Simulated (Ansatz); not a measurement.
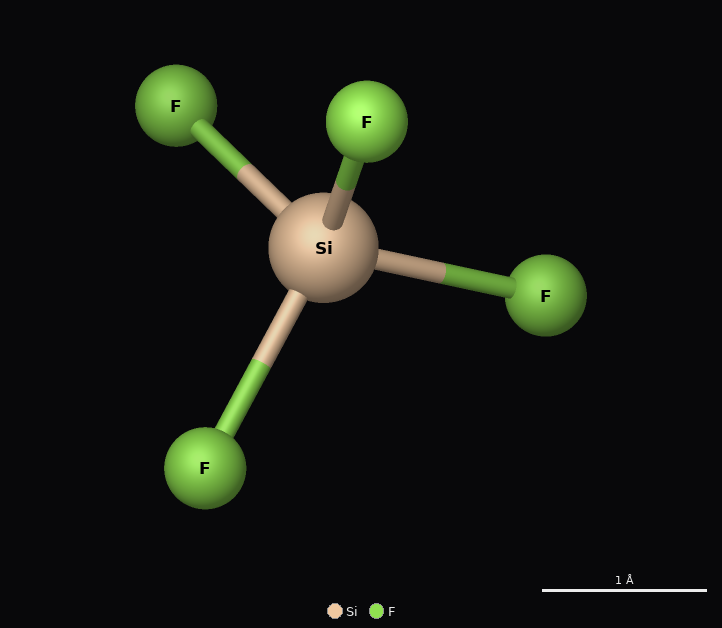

A ball-and-stick model of a molecule. Every bond is drawn as one stick, whatever its order.

Count the atoms of each element.

SiF4, 5 atoms: 1 silicon and 4 fluorine.

Count the bonded pairs by element.

4 F–Si. Sticks follow a distance rule.

How many atoms are distinct by symmetry?

2: 1 Si, 4 F.

Give the symmetry (Schoenflies symbol).

Td.

The parts below concern this one geometry. Atoms keep their numbers from picture to picture. The geometry was computed by an optimisation with PBE0-D4/def2-TZVP.

## Electronic properties

Properties computed with RHF-CCSD(T), frozen core/def2-TZVPP (Ansatz 0.2.0).

What is the T1 diagnostic?

0.011.

## Thermal motion

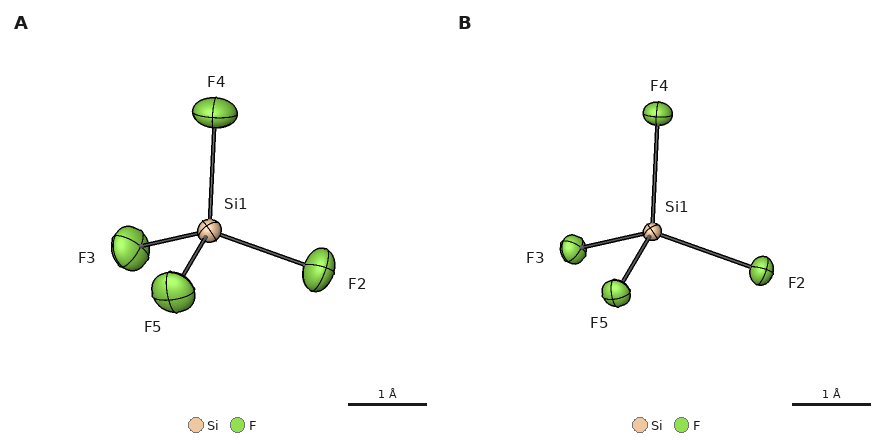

Displacement ellipsoids at the 50 % level, scaled by 3, from the internal vibrations of the free molecule (harmonic, no overall translation or rotation; no half-axis is drawn under 0.075 Å). Vibrations computed with RKS PBE0-D4/def2-TZVP (Ansatz 0.2.0). One panel is for 200 K, the other for 600 K.

Which panel is for 600 K?

A.

How much does the mean-square displacement of F2 grow, and why?

U_eq goes from 0.0015 to 0.0032 Å², a factor of 2.1. Modes below kT (417 cm⁻¹ at 600 K) grow about in proportion to T, and the lowest lies at 258 cm⁻¹; the mean-square amplitude of a mode is its zero-point value times coth(ħω/2kT), which comes close to 1 only above about 3kT.

## Vibrations

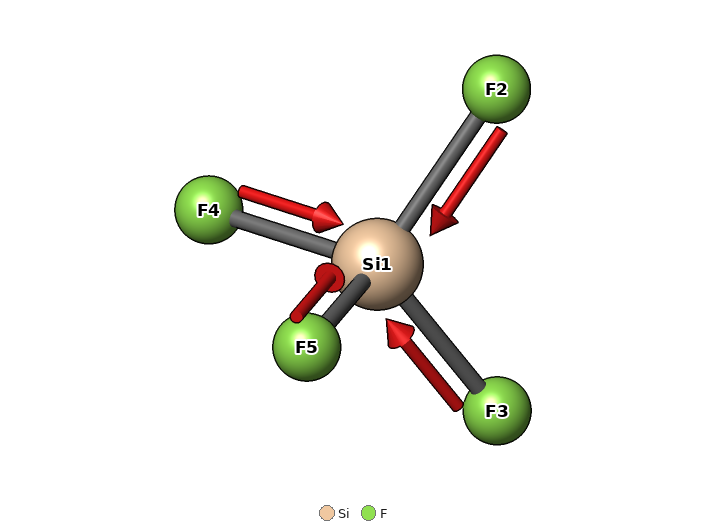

The arrows show one normal mode. Harmonic vibrations computed with RKS PBE0-D4/def2-TZVP (Ansatz 0.2.0) at a stationary point of the same level.

Describe the motion.

Mostly in-phase stretching of 4 F–Si bonds.

At what wavenumber does it lie?

796 cm⁻¹; it is mode 6 of 9 counted from the lowest.
